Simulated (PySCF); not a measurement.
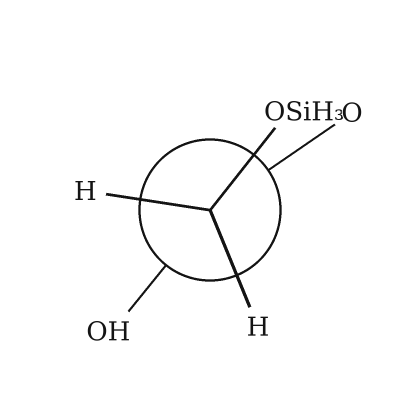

A Newman projection along the Si–C bond, silicon in front; angles are drawn as computed, but eclipsed bonds slightly apart. Computed geometry: PBE0-D3(BJ)/def2-SVP optimisation. No frequency run is at hand to confirm it as a minimum.

Which molecule is it?

Answer. CH6O3Si2, O=C(O)[SiH2]O[SiH3]

What is the torsion angle from the front OSiH3 to the back OH? The sign is positive where the front bond must turn clockwise to cover the back bond.

Answer. 180°, antiperiplanar (anti).
